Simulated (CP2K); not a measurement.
# In2H4Cl2 ((H2In-mu-Cl)2) at PM6

Aim: the energy difference between two shapes of In2H4Cl2 ((H2In-mu-Cl)2) at PM6, from 2 runs. 

The calculation is run with CP2K 2026.2.

4 further runs of the same task are left out: 1 that didn't finish, 3 set aside as unsound or not needed.

## (1) The structure to begin with

In2H4Cl2 has 8 atoms, charge 0, and is taken as a singlet. Geometry: a GFN2-xTB relaxation, a rough one for these elements and not checked as a minimum.

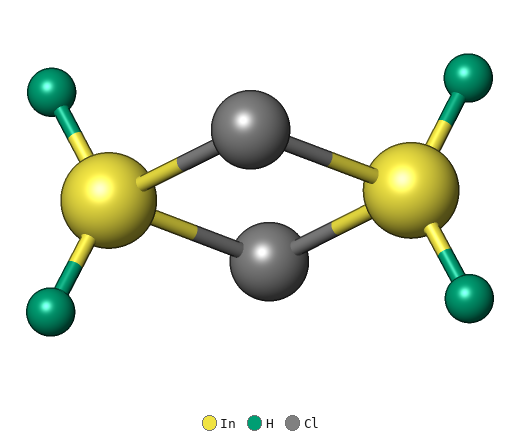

The structure, seen from a chosen angle (indium yellow, hydrogen teal, chlorine grey).

## (2) Energy and gradient at PM6

Contents of job.inp:

```
&GLOBAL
  PROJECT job
  RUN_TYPE ENERGY_FORCE
  PRINT_LEVEL MEDIUM
&END GLOBAL

&FORCE_EVAL
  METHOD Quickstep
  &DFT
    # Quickstep
    &QS
      METHOD PM6
      EPS_DEFAULT 1.0E-10
      &SE
        &COULOMB
          CUTOFF [angstrom] 50
          RC_RANGE [angstrom] 0
        &END COULOMB
        &EXCHANGE
          CUTOFF [angstrom] 50
          RC_RANGE [angstrom] 0
        &END EXCHANGE
      &END SE
    &END QS
    # no periodic images
    &POISSON
      PERIODIC NONE
      POISSON_SOLVER ANALYTIC
    &END POISSON
    # self-consistent field
    &SCF
      SCF_GUESS ATOMIC
      EPS_SCF 1.0E-06
      MAX_SCF 100
      ADDED_MOS 8
      &DIAGONALIZATION
        ALGORITHM STANDARD
      &END DIAGONALIZATION
      &MIXING
        METHOD DIRECT_P_MIXING
        ALPHA 0.4
      &END MIXING
    &END SCF
    # extra output
    &PRINT
      &MOMENTS
        PERIODIC F
        REFERENCE COM
        MAX_MOMENT 1
      &END MOMENTS
      &MO ON
        ENERGIES T
        OCCUPATION_NUMBERS T
        NDIGITS 6
        &EACH
          QS_SCF 0
        &END EACH
        ADD_LAST NUMERIC
      &END MO
      &HIRSHFELD OFF
      &END HIRSHFELD
    &END PRINT
  &END DFT
  &SUBSYS
    # vacuum box
    &CELL
      ABC 12.8 14.5 15.2
      PERIODIC NONE
    &END CELL
    &COORD
      In    -0.458870     0.660450    -1.660620
      H      0.078470     2.225360    -1.973840
      H     -1.348530    -0.407210    -2.613260
      Cl     1.421130    -0.601770    -0.631980
      In     0.459370    -0.659810     1.659920
      H      1.336990     0.403510     2.627920
      H     -0.072820    -2.229860     1.958450
      Cl    -1.415750     0.609330     0.633430
    &END COORD
    &TOPOLOGY
      &CENTER_COORDINATES
      &END CENTER_COORDINATES
    &END TOPOLOGY
  &END SUBSYS
  # extra output
  &PRINT
    &FORCES ON
    &END FORCES
  &END PRINT
&END FORCE_EVAL
```

On the command line:

```sh
OMP_NUM_THREADS=1 cp2k.psmp -i job.inp > job.out 2>&1
```

Standard output:

```text
CP2K| version string:                                       CP2K version 2026.2
[...]
 GLOBAL| Method name                                                        CP2K
[...]
 GLOBAL| Run type                                                   ENERGY_FORCE
[...]
                             - Atoms:                                          8
[...]
                             - Spherical basis functions:                     30
[...]
 Number of electrons:                                                         24
[...]
     1 P_Mix/Diag. 0.40E+00    0.0     0.67575427       -21.4651881959 -2.15E+01
[...]
    14 DIIS/Diag.  0.10E-06    0.0     0.00000041       -24.6518887827 -5.11E-12
  *** SCF run converged in    14 steps ***
  Core-core repulsion energy [eV]:                           1038.92608859588427
  Core Hamiltonian energy [eV]:                             -1057.71357149164669
  Two-electron integral energy [eV]:                        -1304.04905111856010
  Electronic energy [eV]:                                   -1709.73809705092685
  Total energy [eV]:                                         -670.81200845504259
  Atomic reference energy [eV]:                               672.60140577811160
  Heat of formation [kcal/mol]:                                41.26448582828024
[...]
 SE_DIPOLE| Moment [Debye]          0.00708719       0.00425554       0.00701542
 SE_DIPOLE| Derivative [a.u.]       0.00000000       0.00000000       0.00000000
 ENERGY| Total FORCE_EVAL ( QS ) energy [hartree]            -24.651888782695124
 FORCES| Atomic forces [hartree/bohr]
 FORCES|   Atom     x               y               z               |f|
 FORCES|      1  1.59180422E-02 -2.35599897E-02  5.79936271E-02   6.45888378E-02
 FORCES|      2  3.24010459E-02  9.26726904E-02 -1.71354390E-02   9.96578075E-02
 FORCES|      3 -5.21011511E-02 -6.36756097E-02 -5.48254839E-02   9.88683311E-02
 FORCES|      4  8.21627764E-03 -3.43426721E-03 -3.73680489E-03   9.65738683E-03
 FORCES|      5 -1.57325667E-02  2.32917527E-02 -5.80152954E-02   6.44654473E-02
 FORCES|      6  5.16339651E-02  6.35964453E-02  5.58027399E-02   9.91187166E-02
 FORCES|      7 -3.19964412E-02 -9.25404012E-02  1.62145831E-02   9.92492358E-02
 FORCES|      8 -8.33917189E-03  3.64937937E-03  3.70207310E-03   9.82675444E-03
 FORCES| Sum    -1.11022302E-16 -1.24900090E-16 -1.66533454E-16
 FORCES| Total atomic force                                       2.35922393E-16
[...]
```

It took 0.22 s on 1 thread of Arm Neoverse V2, shared host.

## (3) The distorted shape at the same level

Contents of gas.inp:

```
&GLOBAL
  PROJECT gas
  RUN_TYPE ENERGY_FORCE
  PRINT_LEVEL MEDIUM
&END GLOBAL

&FORCE_EVAL
  METHOD QS
  &DFT
    &QS
      METHOD PM6
      EPS_DEFAULT 1.0E-10
      &SE
        &COULOMB
          CUTOFF [angstrom] 50
          RC_RANGE [angstrom] 0
        &END COULOMB
        &EXCHANGE
          CUTOFF [angstrom] 50
          RC_RANGE [angstrom] 0
        &END EXCHANGE
      &END SE
    &END QS
    &POISSON
      PERIODIC NONE
      POISSON_SOLVER ANALYTIC
    &END POISSON
    &SCF
      SCF_GUESS ATOMIC
      EPS_SCF 1.0E-06
      MAX_SCF 100
      ADDED_MOS 8
      &DIAGONALIZATION
        ALGORITHM STANDARD
      &END DIAGONALIZATION
      &MIXING
        METHOD DIRECT_P_MIXING
        ALPHA 0.4
      &END MIXING
    &END SCF
    &PRINT
      &MOMENTS
        PERIODIC F
        REFERENCE COM
        MAX_MOMENT 1
      &END MOMENTS
      &MO ON
        ENERGIES T
        OCCUPATION_NUMBERS T
        NDIGITS 6
        &EACH
          QS_SCF 0
        &END EACH
        ADD_LAST NUMERIC
      &END MO
      &HIRSHFELD OFF
      &END HIRSHFELD
    &END PRINT
  &END DFT
  &SUBSYS
    &CELL
      ABC 12.9 14.3 15.3
      PERIODIC NONE
    &END CELL
    &COORD
      In    -0.338208     0.637784    -1.584124
      H      0.137275     2.235366    -1.951244
      H     -1.361596    -0.365364    -2.611517
      Cl     1.497395    -0.587010    -0.479756
      In     0.450046    -0.731598     1.645095
      H      1.317611     0.398910     2.726514
      H     -0.031860    -2.103998     1.951061
      Cl    -1.396716     0.473649     0.789637
    &END COORD
    &TOPOLOGY
      &CENTER_COORDINATES
      &END CENTER_COORDINATES
    &END TOPOLOGY
  &END SUBSYS
  &PRINT
    &FORCES ON
    &END FORCES
  &END PRINT
&END FORCE_EVAL
```

On the command line:

```sh
OMP_NUM_THREADS=1 cp2k.psmp gas.inp > gas.out
```

Standard output:

```text
CP2K| version string:                                       CP2K version 2026.2
[...]
 GLOBAL| Method name                                                        CP2K
[...]
 GLOBAL| Run type                                                   ENERGY_FORCE
[...]
                             - Atoms:                                          8
[...]
                             - Spherical basis functions:                     30
[...]
 Number of electrons:                                                         24
[...]
     1 P_Mix/Diag. 0.40E+00    0.0     0.68478931       -21.3814290298 -2.14E+01
[...]
    16 DIIS/Diag.  0.17E-06    0.0     0.00000023       -24.5857443611 -1.45E-12
  *** SCF run converged in    16 steps ***
  Core-core repulsion energy [eV]:                           1047.99881970941669
  Core Hamiltonian energy [eV]:                             -1056.13920672268955
  Two-electron integral energy [eV]:                        -1321.74348038967037
  Electronic energy [eV]:                                   -1717.01094691752451
  Total energy [eV]:                                         -669.01212720810804
  Atomic reference energy [eV]:                               672.60140577811160
  Heat of formation [kcal/mol]:                                82.77073670348716
[...]
 SE_DIPOLE| Moment [Debye]         -0.27038365      -0.32589879       1.59902532
 SE_DIPOLE| Derivative [a.u.]       0.00000000       0.00000000       0.00000000
 ENERGY| Total FORCE_EVAL ( QS ) energy [hartree]            -24.585744361065306
 FORCES| Atomic forces [hartree/bohr]
 FORCES|   Atom     x               y               z               |f|
 FORCES|      1 -1.46509453E-02 -4.27698980E-02  3.45263760E-02   5.68857189E-02
 FORCES|      2  2.47466399E-02  7.60802675E-02 -1.35257547E-02   8.11390740E-02
 FORCES|      3 -2.28252163E-02 -2.68882605E-02 -2.16720325E-02   4.13962081E-02
 FORCES|      4  2.40310541E-02 -3.06169643E-03 -3.25400308E-02   4.05674642E-02
 FORCES|      5  1.11493045E-01  2.84071267E-01 -2.59705635E-02   3.06270557E-01
 FORCES|      6  1.37837831E-02  1.61488235E-02  1.42996375E-02   2.55979845E-02
 FORCES|      7 -1.11719177E-01 -3.24323474E-01  6.93730594E-02   3.49970730E-01
 FORCES|      8 -2.48591836E-02  2.07429708E-02 -2.44906913E-02   4.05961058E-02
 FORCES| Sum     8.32667268E-17 -3.33066907E-16  1.38777878E-16
 FORCES| Total atomic force                                       3.70305566E-16
[...]
```

Wall time 0.22 s (1 thread of Arm Neoverse V2, shared host).

## (4) Results

Level: PM6.

| quantity | value |
| --- | --- |
| first shape: total energy | -24.65189 Eh |
| first shape: dipole moment | 0.01 D |
| first shape: HOMO energy | -11.19 eV |
| first shape: LUMO energy | 0.24 eV |
| first shape: HOMO–LUMO gap | 11.43 eV |
| first shape: heat of formation at this unrelaxed shape | 41.3 kcal/mol |
| first shape: largest force on an atom | 5.125 eV/Å |
| distorted shape: total energy | -24.58574 Eh |
| distorted shape: dipole moment | 1.65 D |
| distorted shape: HOMO energy | -10.99 eV |
| distorted shape: LUMO energy | -0.10 eV |
| distorted shape: HOMO–LUMO gap | 10.89 eV |
| distorted shape: heat of formation at this unrelaxed shape | 82.8 kcal/mol |
| distorted shape: largest force on an atom | 17.996 eV/Å |
| energy change with the atoms displaced | 1.800 eV |

With the atoms displaced the energy rises by 1.80 eV (42 kcal/mol). The first shape isn't relaxed at this level, so the change isn't measured from a minimum. The largest force (first shape) is 5.12 eV/Å: the shape isn't a stationary point for this species at this level.
